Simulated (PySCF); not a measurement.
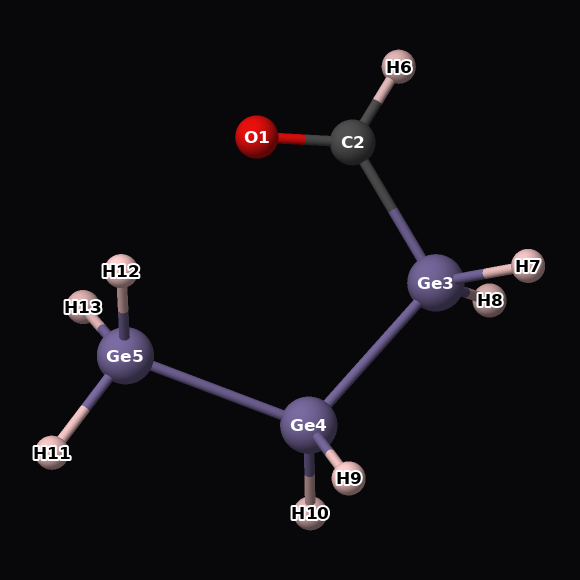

The atoms are numbered. The computed structure is the end point of a PBE0-D3(BJ)/def2-SVP optimisation. No frequency run is at hand to confirm it as a minimum.

What is the geometry at C2?

Answer. C2 has 3 neighbours (O1 at 1.20, Ge3 at 2.01, H6 at 1.13 Å); the arrangement is trigonal planar.

How are the neighbours of atom 5 arranged?

Answer. Ge5 has 4 neighbours (Ge4 at 2.43, H11 at 1.54, H12 at 1.53, H13 at 1.54 Å); the arrangement is tetrahedral.

What is the geometry at Ge4?

Answer. Ge4 has 4 neighbours (Ge3 at 2.43, Ge5 at 2.43, H9 at 1.54, H10 at 1.54 Å); the arrangement is tetrahedral.

What is the geometry at Ge3?

Answer. Ge3 has 4 neighbours (C2 at 2.01, Ge4 at 2.43, H7 at 1.54, H8 at 1.54 Å); the arrangement is tetrahedral.

What is the dihedral angle C2–Ge3–Ge4–Ge5?

Answer. 0° in size, that is syn (eclipsed).
